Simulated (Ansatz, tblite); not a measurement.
# AlH2(SiH3) (AlSiH₅): one state, many levels, part 1 of 2

How do method and basis change the picture of AlH2(SiH3) (AlSiH₅) (singlet)?

Computed with Ansatz 0.2.0, Gaussian basis. Level: as each input shows.

The runs, in order: GFN1-xTB, GFN2-xTB, PBE-D4/def2-TZVP, r2SCAN-D4/def2-TZVP, BHLYP-D4/def2-TZVP, BLYP-D4/def2-TZVP, ωB97X-V/def2-TZVP, r2SCANh-D4/def2-TZVP, r2SCAN0-D4/def2-TZVP, B3LYP-D4/def2-TZVP, revPBE-D4/def2-TZVP, PBE-D4/def2-SVP, PBE0-D4/def2-SVP, CCSD(T)/def2-TZVPP, MP2/def2-TZVP, RPA/def2-TZVP.

1 further run of the same task is left out (for a known fault of the program). Runs told in other sessions of the task aren't counted.

## Step 1: The geometry

The geometry is that of the singlet, from an earlier relaxation (r2SCAN-D4/def2-TZVP).

7 atoms, charge 0, spin multiplicity 1.

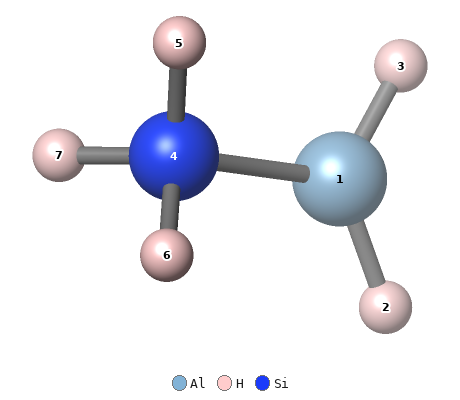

The geometry (aluminium light blue, hydrogen pink, silicon blue); atoms are numbered from 1 in the order of the file.

PBE0-D4/def2-TZVP was run before; its log isn't repeated, and its numbers join the tables.

## Step 2: GFN1-xTB

Tight binding, by tblite at 300 K electronic temperature and without a spin-polarisation term:

```python
tblite.interface.Calculator('GFN1-xTB', numbers, positions, charge=0, uhf=0).singlepoint()
```

Energy -157.8249 eV, HOMO -10.95 eV, LUMO -6.77 eV; 0.003 s.

## Step 3: GFN2-xTB

Tight binding, by tblite at 300 K electronic temperature and without a spin-polarisation term:

```python
tblite.interface.Calculator('GFN2-xTB', numbers, positions, charge=0, uhf=0).singlepoint()
```

Energy -144.7040 eV, HOMO -9.72 eV, LUMO -6.30 eV; 0.002 s.

## Step 4: PBE-D4/def2-TZVP

start.molden holds the orbitals of an earlier run on this state, given as this run's starting guess.

in.yaml

```yaml
crystal:
  periodic: [false, false, false]
  atoms:
    - {symbol: Al, position_ang: [0.701765, 1.222625, 0.012746]}
    - {symbol: H, position_ang: [2.289099, 1.240444, 0.033368]}
    - {symbol: H, position_ang: [-0.078931, 2.603773, -0.044365]}
    - {symbol: Si, position_ang: [-0.522581, -0.907337, 0.018856]}
    - {symbol: H, position_ang: [-1.870649, -0.797797, 0.643522]}
    - {symbol: H, position_ang: [0.214912, -1.994435, 0.721667]}
    - {symbol: H, position_ang: [-0.733616, -1.367262, -1.385793]}
basis:
  gaussian: {orbitals: def2-TZVP, initial_orbitals: start.molden}
hamiltonian: {xc: pbe, dispersion: d4}
scf: {omitted_lower_state_checks: [starts]}
output: {orbitals: {seedname: orbitals}}
```

The run is started by

```sh
ansatz run in.yaml --threads 4 --pin off --events-out ev --progress --plain --max-ram 3916MiB
```

Standard output:

```text
Functional definition: PBE
  name "PBE"
  cite "Perdew, Burke & Ernzerhof, Phys. Rev. Lett. 77, 3865 (1996) doi:10.1103/PhysRevLett.77.3865"
  parent pbe
  parameter kappa = 0.804
  parameter beta = 0.06672455060314922
  exchange = pbe_x(kappa = kappa, mu = beta*pi^2/3)
  correlation = pbe_c(beta = beta)
these checks for a lower state are left out or cut short: starts
731 factors; their error is unknown
mean field evaluation 1: about -14547.2836 eV, gradient 8.7e0 eV
mean field evaluation 2: about -14547.3452 eV, gradient 8.2e-2 eV
mean field evaluation 4: about -14547.3357 eV, gradient 5.9e-5 eV
mean field -14547.33565554 eV, -534.6047248028 hartree, gradient 6.9e-5 eV, S^2 0.000000; 0 other end points of the search recorded, 0 dependent functions left out
reference -14547.33570295 eV, -534.6047265453 hartree; 16, 16 occupied and 88, 88 virtual orbitals, 731 factors
Total energy: -14547.43689247 eV, -534.6084451912 hartree
Checks for a lower state left out: starts
```

It took 0.35 s on 4 threads of AMD EPYC 9B14, shared host.

HOMO -6.55 eV, LUMO -2.88 eV.

## Step 5: r2SCAN-D4/def2-TZVP

in.yaml, as its differences from that of step 4:

```diff
@@ -12,3 +12,3 @@
   gaussian: {orbitals: def2-TZVP, initial_orbitals: start.molden}
-hamiltonian: {xc: pbe, dispersion: d4}
+hamiltonian: {xc: r2scan, dispersion: d4}
 scf: {omitted_lower_state_checks: [starts]}
```

Same command.

Standard output:

```text
Functional definition: r2SCAN
  name "r2SCAN"
  cite "Furness, Kaplan, Ning, Perdew & Sun, J. Phys. Chem. Lett. 11, 8208 (2020) doi:10.1021/acs.jpclett.0c02405"
  cite "Furness, Kaplan, Ning, Perdew & Sun, J. Phys. Chem. Lett. 11, 9248 (2020) doi:10.1021/acs.jpclett.0c03077"
  parent r2scan
  parameter k0 = 0.174
  parameter k1 = 0.065
  parameter a1 = 4.9479
  exchange = r2scan_x(k0 = k0, k1 = k1, a1 = a1)
  correlation = r2scan_c
these checks for a lower state are left out or cut short: starts
731 factors; their error is unknown
mean field evaluation 1: about -14553.8933 eV, gradient 5.8e0 eV
mean field evaluation 2: about -14553.9151 eV, gradient 3.4e-2 eV
mean field evaluation 4: about -14553.9045 eV, gradient 2.7e-5 eV
mean field -14553.90445937 eV, -534.8461238911 hartree, gradient 6.5e-5 eV, S^2 0.000000; 0 other end points of the search recorded, 0 dependent functions left out
reference -14553.90447398 eV, -534.8461244281 hartree; 16, 16 occupied and 88, 88 virtual orbitals, 731 factors
Total energy: -14553.92795781 eV, -534.8469874428 hartree
Checks for a lower state left out: starts
```

Wall time 0.7 s (4 threads of AMD EPYC 9B14, shared host).

Report: HOMO -6.80 eV, LUMO -2.61 eV.

## Step 6: BHLYP-D4/def2-TZVP

in.yaml, as its differences from that of step 5:

```diff
@@ -12,4 +12,4 @@
   gaussian: {orbitals: def2-TZVP, initial_orbitals: start.molden}
-hamiltonian: {xc: r2scan, dispersion: d4}
+hamiltonian: {xc: {name: BHLYP}, dispersion: d4}
 scf: {omitted_lower_state_checks: [starts]}
-output: {orbitals: {seedname: orbitals}}
+output: {forces: true, orbitals: {seedname: orbitals}}
```

The command is unchanged.

Standard output, shortened:

```text
Functional definition: BHLYP
  name "BHLYP"
  cite "Becke, J. Chem. Phys. 98, 1372 (1993) doi:10.1063/1.464304"
  cite "Becke, Phys. Rev. A 38, 3098 (1988) doi:10.1103/PhysRevA.38.3098"
  cite "Lee, Yang & Parr, Phys. Rev. B 37, 785 (1988) doi:10.1103/PhysRevB.37.785"
[...]
790 factors; their error is unknown
[...]
mean field -14555.59752565 eV, -534.9083429294 hartree, gradient 1.3e-5 eV, S^2 0.000000; 0 other end points of the search recorded, 0 dependent functions left out
[...]
reference -14555.59771641 eV, -534.9083499394 hartree; 16, 16 occupied and 88, 88 virtual orbitals, 790 factors
Total energy: -14555.73769405 eV, -534.9134940231 hartree
Atom 0 at     0.701765     1.222625     0.012746 Å, force     0.081793     0.141678     0.005162 eV/Å
Atom 1 at     2.289099     1.240444     0.033368 Å, force    -0.190987     0.001100    -0.003369 eV/Å
Atom 2 at    -0.078931     2.603773    -0.044365 Å, force     0.096270    -0.164956     0.006139 eV/Å
Atom 3 at    -0.522581    -0.907337     0.018856 Å, force    -0.127684    -0.225814    -0.034325 eV/Å
Atom 4 at    -1.870649    -0.797797     0.643522 Å, force     0.208079    -0.002676    -0.083041 eV/Å
Atom 5 at     0.214912    -1.994435     0.721667 Å, force    -0.102807     0.175274    -0.094556 eV/Å
Atom 6 at    -0.733616    -1.367262    -1.385793 Å, force     0.035337     0.075394     0.203990 eV/Å
Dipole moment:     0.028842     0.052130     0.017006 e Å
Checks for a lower state left out: starts
```

Wall time 0.85 s (4 threads of AMD EPYC 9B14, shared host).

Report: HOMO -8.60 eV, LUMO -1.32 eV.

## Step 7: BLYP-D4/def2-TZVP

in.yaml, as its differences from that of step 6:

```diff
@@ -12,4 +12,4 @@
   gaussian: {orbitals: def2-TZVP, initial_orbitals: start.molden}
-hamiltonian: {xc: {name: BHLYP}, dispersion: d4}
+hamiltonian: {xc: {name: BLYP}, dispersion: d4}
 scf: {omitted_lower_state_checks: [starts]}
-output: {forces: true, orbitals: {seedname: orbitals}}
+output: {orbitals: {seedname: orbitals}}
```

Same command.

Standard output:

```text
Functional definition: BLYP
  name "BLYP"
  cite "Becke, Phys. Rev. A 38, 3098 (1988) doi:10.1103/PhysRevA.38.3098"
  cite "Lee, Yang & Parr, Phys. Rev. B 37, 785 (1988) doi:10.1103/PhysRevB.37.785"
  parameter beta = 0.0042
  parameter a = 0.04918
  parameter b = 0.132
  parameter c = 0.2533
  parameter d = 0.349
  exchange = b88_x(beta = beta)
  correlation = lyp_c(a = a, b = b, c = c, d = d)
these checks for a lower state are left out or cut short: starts
731 factors; their error is unknown
mean field evaluation 1: about -14555.1621 eV, gradient 1.2e1 eV
mean field evaluation 2: about -14555.2971 eV, gradient 1.4e-1 eV
mean field evaluation 4: about -14555.2877 eV, gradient 1.0e-4 eV
mean field -14555.28771593 eV, -534.8969576322 hartree, gradient 7.9e-6 eV, S^2 0.000000; 0 other end points of the search recorded, 0 dependent functions left out
reference -14555.28809236 eV, -534.8969714656 hartree; 16, 16 occupied and 88, 88 virtual orbitals, 731 factors
Total energy: -14555.50656313 eV, -534.9050001183 hartree
Checks for a lower state left out: starts
```

Wall time 0.45 s (4 threads of AMD EPYC 9B14, shared host).

Report: HOMO -6.42 eV, LUMO -2.75 eV.

## Step 8: ωB97X-V/def2-TZVP

in.yaml, as its differences from that of step 7:

```diff
@@ -12,3 +12,3 @@
   gaussian: {orbitals: def2-TZVP, initial_orbitals: start.molden}
-hamiltonian: {xc: {name: BLYP}, dispersion: d4}
+hamiltonian: {xc: {name: wB97X-V}}
 scf: {omitted_lower_state_checks: [starts]}
```

The command is unchanged.

Standard output, shortened:

```text
Functional definition: wB97X-V
  name "wB97X-V"
  cite "Mardirossian & Head-Gordon, Phys. Chem. Chem. Phys. 16, 9904 (2014) doi:10.1039/C3CP54374A"
  cite "Becke, J. Chem. Phys. 107, 8554 (1997) doi:10.1063/1.475007"
  cite "Vydrov & Van Voorhis, J. Chem. Phys. 133, 244103 (2010) doi:10.1063/1.3521275"
[...]
      + integral(e_c_pw_opposite_spin*poly(b97_u_opposite, cos0, cos1)) + vv10(b, c)
[...]
731 factors; their error is unknown
220 factors; integrals over basis functions are off by at most 1.3e-5 eV
[...]
mean field -14553.24445107 eV, -534.8218690333 hartree, gradient 2.8e-5 eV, S^2 0.000000; 0 other end points of the search recorded, 0 dependent functions left out
reference -14553.24444873 eV, -534.8218689475 hartree; 16, 16 occupied and 88, 88 virtual orbitals, 731 factors
Total energy: -14553.24444873 eV, -534.8218689475 hartree
Checks for a lower state left out: starts
```

Run time: 1.1 s. Hardware: 4 threads of AMD EPYC 9B14, shared host.

Report: HOMO -9.88 eV, LUMO -0.20 eV.

## Step 9: r2SCANh-D4/def2-TZVP

in.yaml, as its differences from that of step 8:

```diff
@@ -12,3 +12,3 @@
   gaussian: {orbitals: def2-TZVP, initial_orbitals: start.molden}
-hamiltonian: {xc: {name: wB97X-V}}
+hamiltonian: {xc: {name: r2SCANh}, dispersion: d4}
 scf: {omitted_lower_state_checks: [starts]}
```

The command is unchanged.

Standard output, shortened:

```text
Functional definition: r2SCANh
  name "r2SCANh"
  cite "Bursch, Neugebauer, Ehlert & Grimme, J. Chem. Phys. 156, 134105 (2022) doi:10.1063/5.0086040"
  cite "Furness, Kaplan, Ning, Perdew & Sun, J. Phys. Chem. Lett. 11, 8208 (2020) doi:10.1021/acs.jpclett.0c02405"
  cite "Furness, Kaplan, Ning, Perdew & Sun, J. Phys. Chem. Lett. 11, 9248 (2020) doi:10.1021/acs.jpclett.0c03077"
  parent r2scan
[...]
731 factors; their error is unknown
[...]
mean field -14553.82512511 eV, -534.8432084107 hartree, gradient 4.9e-5 eV, S^2 0.000000; 0 other end points of the search recorded, 0 dependent functions left out
reference -14553.82513855 eV, -534.8432089048 hartree; 16, 16 occupied and 88, 88 virtual orbitals, 731 factors
Total energy: -14553.85055878 eV, -534.8441430811 hartree
Checks for a lower state left out: starts
```

It took 0.7 s on 4 threads of AMD EPYC 9B14, shared host.

Report: HOMO -7.19 eV, LUMO -2.35 eV.

## Step 10: r2SCAN0-D4/def2-TZVP

in.yaml, as its differences from that of step 9:

```diff
@@ -12,3 +12,3 @@
   gaussian: {orbitals: def2-TZVP, initial_orbitals: start.molden}
-hamiltonian: {xc: {name: r2SCANh}, dispersion: d4}
+hamiltonian: {xc: {name: r2SCAN0}, dispersion: d4}
 scf: {omitted_lower_state_checks: [starts]}
```

Same command.

Standard output, shortened:

```text
Functional definition: r2SCAN0
  name "r2SCAN0"
  cite "Bursch, Neugebauer, Ehlert & Grimme, J. Chem. Phys. 156, 134105 (2022) doi:10.1063/5.0086040"
  cite "Furness, Kaplan, Ning, Perdew & Sun, J. Phys. Chem. Lett. 11, 8208 (2020) doi:10.1021/acs.jpclett.0c02405"
  cite "Furness, Kaplan, Ning, Perdew & Sun, J. Phys. Chem. Lett. 11, 9248 (2020) doi:10.1021/acs.jpclett.0c03077"
  parent r2scan
[...]
767 factors; their error is unknown
[...]
mean field -14553.72017431 eV, -534.8393515399 hartree, gradient 5.6e-5 eV, S^2 0.000000; 0 other end points of the search recorded, 0 dependent functions left out
reference -14553.72018600 eV, -534.8393519697 hartree; 16, 16 occupied and 88, 88 virtual orbitals, 767 factors
Total energy: -14553.74852765 eV, -534.8403935062 hartree
Checks for a lower state left out: starts
```

Run time: 0.7 s. Hardware: 4 threads of AMD EPYC 9B14, shared host.

Report: HOMO -7.78 eV, LUMO -1.97 eV.

## Step 11: B3LYP-D4/def2-TZVP

in.yaml, as its differences from that of step 10:

```diff
@@ -12,3 +12,3 @@
   gaussian: {orbitals: def2-TZVP, initial_orbitals: start.molden}
-hamiltonian: {xc: {name: r2SCAN0}, dispersion: d4}
+hamiltonian: {xc: {name: B3LYP}, dispersion: d4}
 scf: {omitted_lower_state_checks: [starts]}
```

Same command.

Standard output, shortened:

```text
Functional definition: B3LYP
  name "B3LYP"
  cite "Stephens, Devlin, Chabalowski & Frisch, J. Phys. Chem. 98, 11623 (1994) doi:10.1021/j100096a001"
  cite "Becke, Phys. Rev. A 38, 3098 (1988) doi:10.1103/PhysRevA.38.3098"
  cite "Lee, Yang & Parr, Phys. Rev. B 37, 785 (1988) doi:10.1103/PhysRevB.37.785"
  cite "Vosko, Wilk & Nusair, Can. J. Phys. 58, 1200 (1980) doi:10.1139/p80-159"
[...]
740 factors; their error is unknown
[...]
mean field -14557.03011000 eV, -534.9609894331 hartree, gradient 2.8e-5 eV, S^2 0.000000; 0 other end points of the search recorded, 0 dependent functions left out
reference -14557.03039176 eV, -534.9609997876 hartree; 16, 16 occupied and 88, 88 virtual orbitals, 740 factors
Total energy: -14557.19509536 eV, -534.9670525332 hartree
Checks for a lower state left out: starts
```

Wall time 0.4 s (4 threads of AMD EPYC 9B14, shared host).

From the report: HOMO -7.43 eV, LUMO -2.31 eV.

## Step 12: revPBE-D4/def2-TZVP

in.yaml, as its differences from that of step 11:

```diff
@@ -12,3 +12,3 @@
   gaussian: {orbitals: def2-TZVP, initial_orbitals: start.molden}
-hamiltonian: {xc: {name: B3LYP}, dispersion: d4}
+hamiltonian: {xc: {name: revPBE}, dispersion: d4}
 scf: {omitted_lower_state_checks: [starts]}
```

Same command.

Standard output:

```text
Functional definition: revPBE
  name "revPBE"
  cite "Zhang & Yang, Phys. Rev. Lett. 80, 890 (1998) doi:10.1103/PhysRevLett.80.890"
  cite "Perdew, Burke & Ernzerhof, Phys. Rev. Lett. 77, 3865 (1996) doi:10.1103/PhysRevLett.77.3865"
  parameter kappa = 1.245
  parameter beta = 0.06672455060314922
  exchange = pbe_x(kappa = kappa, mu = beta*pi^2/3)
  correlation = pbe_c(beta = beta)
these checks for a lower state are left out or cut short: starts
731 factors; their error is unknown
mean field evaluation 1: about -14552.4709 eV, gradient 7.0e0 eV
mean field evaluation 2: about -14552.5117 eV, gradient 5.4e-2 eV
mean field evaluation 4: about -14552.5020 eV, gradient 3.3e-5 eV
mean field -14552.50196751 eV, -534.7945832659 hartree, gradient 4.3e-5 eV, S^2 0.000000; 0 other end points of the search recorded, 0 dependent functions left out
reference -14552.50202661 eV, -534.7945854379 hartree; 16, 16 occupied and 88, 88 virtual orbitals, 731 factors
Total energy: -14552.78002560 eV, -534.8048017122 hartree
Checks for a lower state left out: starts
```

It took 0.35 s on 4 threads of AMD EPYC 9B14, shared host.

Report: HOMO -6.52 eV, LUMO -2.78 eV.

## Step 13: PBE-D4/def2-SVP

in.yaml, as its differences from that of step 12:

```diff
@@ -11,4 +11,4 @@
 basis:
-  gaussian: {orbitals: def2-TZVP, initial_orbitals: start.molden}
-hamiltonian: {xc: {name: revPBE}, dispersion: d4}
+  gaussian: {orbitals: def2-SVP, initial_orbitals: start.molden}
+hamiltonian: {xc: pbe, dispersion: d4}
 scf: {omitted_lower_state_checks: [starts]}
```

Same command.

Standard output:

```text
Functional definition: PBE
  name "PBE"
  cite "Perdew, Burke & Ernzerhof, Phys. Rev. Lett. 77, 3865 (1996) doi:10.1103/PhysRevLett.77.3865"
  parent pbe
  parameter kappa = 0.804
  parameter beta = 0.06672455060314922
  exchange = pbe_x(kappa = kappa, mu = beta*pi^2/3)
  correlation = pbe_c(beta = beta)
these checks for a lower state are left out or cut short: starts
679 factors; their error is unknown
mean field evaluation 1: about -14542.1268 eV, gradient 5.2e0 eV
mean field evaluation 2: about -14542.2074 eV, gradient 7.0e-2 eV
mean field evaluation 4: about -14542.1587 eV, gradient 5.9e-5 eV
mean field -14542.15871083 eV, -534.4144755940 hartree, gradient 6.5e-5 eV, S^2 0.000000; 0 other end points of the search recorded, 0 dependent functions left out
reference -14542.15874993 eV, -534.4144770306 hartree; 16, 16 occupied and 45, 45 virtual orbitals, 679 factors
Total energy: -14542.25993944 eV, -534.4181956765 hartree
Checks for a lower state left out: starts
```

It took 0.25 s on 4 threads of AMD EPYC 9B14, shared host.

From the report: HOMO -6.56 eV, LUMO -2.87 eV.

## Step 14: PBE0-D4/def2-SVP

in.yaml, as its differences from that of step 13:

```diff
@@ -12,3 +12,3 @@
   gaussian: {orbitals: def2-SVP, initial_orbitals: start.molden}
-hamiltonian: {xc: pbe, dispersion: d4}
+hamiltonian: {xc: pbe0, dispersion: d4}
 scf: {omitted_lower_state_checks: [starts]}
```

Same command.

Standard output:

```text
Functional definition: PBE0
  name "PBE0"
  cite "Adamo & Barone, J. Chem. Phys. 110, 6158 (1999) doi:10.1063/1.478522"
  cite "Perdew, Burke & Ernzerhof, Phys. Rev. Lett. 77, 3865 (1996) doi:10.1103/PhysRevLett.77.3865"
  parent pbe
  parameter a = 0.25
  parameter kappa = 0.804
  parameter beta = 0.06672455060314922
  exchange = (1 - a)*pbe_x(kappa = kappa, mu = beta*pi^2/3) + a*exact_x
  correlation = pbe_c(beta = beta)
these checks for a lower state are left out or cut short: starts
584 factors; integrals over basis functions are off by at most 1.3e-3 eV
mean field evaluation 1: about -14543.8138 eV, gradient 2.6e0 eV
mean field evaluation 2: about -14543.8377 eV, gradient 1.9e-2 eV
mean field evaluation 4: about -14543.8365 eV, gradient 5.2e-6 eV
mean field -14543.83645842 eV, -534.4761316805 hartree, gradient 4.5e-5 eV, S^2 0.000000; 0 other end points of the search recorded, 0 dependent functions left out
reference -14543.83648754 eV, -534.4761327507 hartree; 16, 16 occupied and 45, 45 virtual orbitals, 584 factors
Total energy: -14543.92231140 eV, -534.4792867195 hartree
Checks for a lower state left out: starts
```

Run time: 0.25 s. Hardware: 4 threads of AMD EPYC 9B14, shared host.

HOMO -7.66 eV, LUMO -2.12 eV.

## Step 15: CCSD(T)/def2-TZVPP

in.yaml, as its differences from that of step 14:

```diff
@@ -11,4 +11,4 @@
 basis:
-  gaussian: {orbitals: def2-SVP, initial_orbitals: start.molden}
-hamiltonian: {xc: pbe0, dispersion: d4}
+  gaussian: {orbitals: def2-TZVPP, initial_orbitals: start.molden}
+correlation: {method: ccsd_t}
 scf: {omitted_lower_state_checks: [starts]}
```

The command is unchanged.

Standard output, shortened:

```text
Functional definition: HF
  name "HF"
  cite "Fock, Z. Phys. 61, 126 (1930) doi:10.1007/BF01340294"
  parent pbe
[...]
872 factors; integrals over basis functions are off by at most 1.8e-3 eV
[...]
mean field -14524.10415329 eV, -533.7509828419 hartree, gradient 5.5e-6 eV, S^2 0.000000; 0 other end points of the search recorded, 0 dependent functions left out
10 core orbitals not correlated: weight in the atoms' cores, before any rotation towards them, 1.000 or more for the frozen orbitals, at most 0.000 for the correlated occupied ones
reference -14524.10415329 eV, -533.7509828419 hartree; 6, 6 occupied and 138, 138 virtual orbitals, 872 factors
second order -5.84429943 eV of doubles, -0.00000000 eV of singles
cycle   1  -6.72392980 eV  change   -8.8e-1 eV  update   7.3e-2
[...]
cycle   9  -7.06913218 eV  change    1.8e-6 eV  update   9.2e-6
perturbative correction -0.19180168 eV, -0.0070485817 hartree
Total energy: -14531.36508714 eV, -534.0178172395 hartree
Checks for a lower state left out: starts
```

Wall time 2.8 s (4 threads of AMD EPYC 9B14, shared host); peak memory 0.91 GiB.

Report: Hartree-Fock HOMO -10.14 eV, LUMO 0.62 eV; T1 0.012.

## Step 16: MP2/def2-TZVP

in.yaml, as its differences from that of step 15:

```diff
@@ -11,4 +11,4 @@
 basis:
-  gaussian: {orbitals: def2-TZVPP, initial_orbitals: start.molden}
-correlation: {method: ccsd_t}
+  gaussian: {orbitals: def2-TZVP, initial_orbitals: start.molden}
+correlation: {method: mp2}
 scf: {omitted_lower_state_checks: [starts]}
```

Launched as before.

Standard output:

```text
Functional definition: HF
  name "HF"
  cite "Fock, Z. Phys. 61, 126 (1930) doi:10.1007/BF01340294"
  parent pbe
  exchange = exact_x
  correlation = 0
these checks for a lower state are left out or cut short: starts
696 factors; integrals over basis functions are off by at most 1.2e-3 eV
mean field evaluation 1: about -14523.6054 eV, gradient 2.4e1 eV
mean field evaluation 2: about -14524.0682 eV, gradient 6.2e-1 eV
mean field evaluation 4: about -14524.0823 eV, gradient 2.2e-1 eV
mean field evaluation 8: about -14524.0824 eV, gradient 2.1e-5 eV
mean field -14524.08237586 eV, -533.7501825363 hartree, gradient 2.4e-6 eV, S^2 0.000000; 0 other end points of the search recorded, 0 dependent functions left out
10 core orbitals not correlated: weight in the atoms' cores, before any rotation towards them, 1.000 or more for the frozen orbitals, at most 0.000 for the correlated occupied ones
reference -14524.08237586 eV, -533.7501825363 hartree; 6, 6 occupied and 88, 88 virtual orbitals, 696 factors
second order -5.39577596 eV of doubles, -0.00000000 eV of singles
Total energy: -14529.47815182 eV, -533.9484736453 hartree
Checks for a lower state left out: starts
```

It took 0.35 s on 4 threads of AMD EPYC 9B14, shared host.

From the report: Hartree-Fock HOMO -10.14 eV, LUMO 0.62 eV.

(Continued in part 2 of 2.)
